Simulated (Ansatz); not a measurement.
**C (Fd-3m): refractive index against wavelength**

The refractive index of C (Fd-3m) below the direct gap (5.59 eV on the mesh) is read from one computed spectrum, n = √(Re ε).

Cell: a, b, c = 2.522, 2.522, 2.522 Å (primitive vectors), 2 atoms.

Method: Ansatz 0.2.0, PBE, independent particles, k-mesh 12×12×12 with interpolation inside its cells, Gaussian parameter 0.15 eV.

Launch of the response step: `ansatz run input.yaml --threads 4 --pin off --max-ram 8192MiB --backend cpu --events-out ev --progress --plain --runs-dir out`. The run took 1 s, on 4 threads of Intel(R) Xeon(R) Platinum 8488C (Sapphire Rapids) (shared host).

| wavelength (nm) | photon energy E (eV) | n |
| --- | --- | --- |
| 700 | 1.771 | 2.4709 |
| 633 | 1.959 | 2.4779 |
| 532 | 2.331 | 2.4943 |
| 450 | 2.755 | 2.5177 |
| 405 | 3.061 | 2.5379 |
| 365 | 3.397 | 2.5640 |
| 308 | 4.025 | ? |

In the single-oscillator model n² − 1 = E₀E_d/(E₀² − E²), so 1/(n² − 1) = E₀/E_d − E²/(E₀E_d) is linear in E².

Working, on the rows shown:

| x = E² (eV²) | y = 1/(n² − 1) |
| --- | --- |
| 3.13716 | 0.195873 |
| 3.83641 | 0.194553 |
| 5.43137 | 0.191515 |
| 7.59115 | 0.187308 |
| 9.37179 | 0.183792 |
| 11.5384 | 0.179401 |

Means: x̄ = 6.8177, ȳ = 0.18874. Σ(x − x̄)(y − ȳ) = -0.1053, Σ(x − x̄)² = 53.76. Slope = -0.1053 / 53.76 = -0.001958; intercept = ȳ − slope · x̄ = 0.20209. Turned back into n, the line misses the rows shown by at most 0.00058.

Predict the last column of the withheld row from the fit.

At x = 16.204 the line gives y = 0.17036, that is 2.6210. The run gave 2.6271, so the extrapolation is off by 0.0061, 4 % of the range in the table.

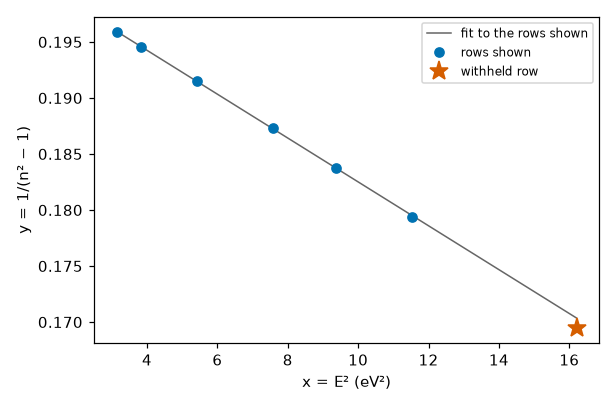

Refitted with all rows, the slope is -0.002015 and the intercept 0.20242. These give E₀ = √(intercept/−slope) = 10.02 eV and E_d = E₀/intercept = 49.5 eV; E₀ is 1.8 times the direct gap. The electronic limit at long wavelengths, without lattice vibrations, is n = √(1 + 1/intercept) = 2.437. Excitons are left out and so are local fields; PBE gaps are as a rule too small.
